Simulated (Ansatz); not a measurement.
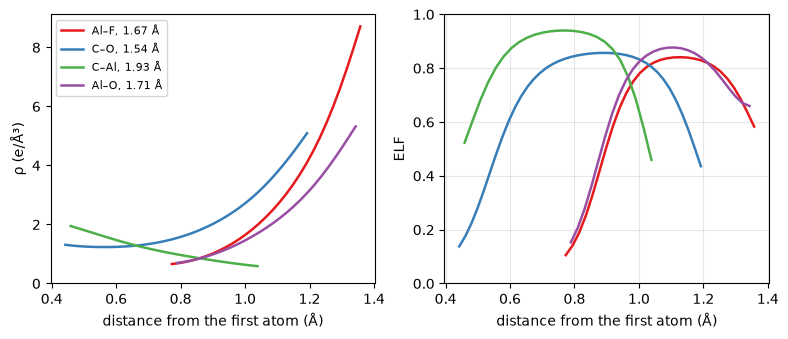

Figure 1: CH4AlFO2. Total electron density and electron localisation function along straight lines between neighbouring atoms. The curves leave out the atomic cores.

Level of theory: RKS B3LYP/def2-SVP in Ansatz 0.2.0.

Input

```
crystal:
  periodic: [false, false, false]
  atoms:
    - { symbol: C, position_ang: [0.2155, -1.4239, -0.4401] }
    - { symbol: O, position_ang: [1.0329, -0.5666, 0.2889] }
    - { symbol: Al, position_ang: [0.373, 1.1818, 0.2737] }
    - { symbol: O, position_ang: [-0.6901, 1.7431, 1.5843] }
    - { symbol: F, position_ang: [0.9184, 2.3137, -1.0265] }
    - { symbol: H, position_ang: [1.69827, -1.24765, 0.56011] }
    - { symbol: H, position_ang: [0.1454, -1.0526, -1.5117] }
    - { symbol: H, position_ang: [-0.811, -1.3847, -0.0058] }
    - { symbol: H, position_ang: [-1.6552, 1.5434, 1.2599] }
basis:
  gaussian: { orbitals: def2-SVP }
hamiltonian:
  xc: b3lyp
relax:
  f_tol: 0.02
  max_steps: 50
output:
  orbitals: {}
```

Launched as:

```sh
ansatz run input.yaml --threads 2 --pin off --max-ram 3072MiB --backend cpu --events-out ev --progress --plain --runs-dir out
```

The fields are those of the relaxed geometry.

Compare the contacts.

Al–F (1.67 Å): ρ is about 0.78 e/Å³ halfway; the ELF peaks at about 0.85 in the valence shell of F, 0.5 Å from its nucleus, and is about 0.25 at the midpoint.
C–O (1.54 Å): ρ is about 1.5 e/Å³ halfway, with its minimum of 1.2 e/Å³ about 0.6 Å from C; the ELF peaks at about 0.85 between the atoms (a shared but strongly polarised pair).
C–Al (1.93 Å): ρ is about 0.68 e/Å³ halfway; the ELF peaks at about 0.95 between the atoms; a polar covalent bond.
Al–O (1.71 Å): ρ at the midpoint is about 0.83 e/Å³; the ELF peaks at about 0.90 in the valence shell of O, 0.6 Å from its nucleus, and is about 0.35 at the midpoint.
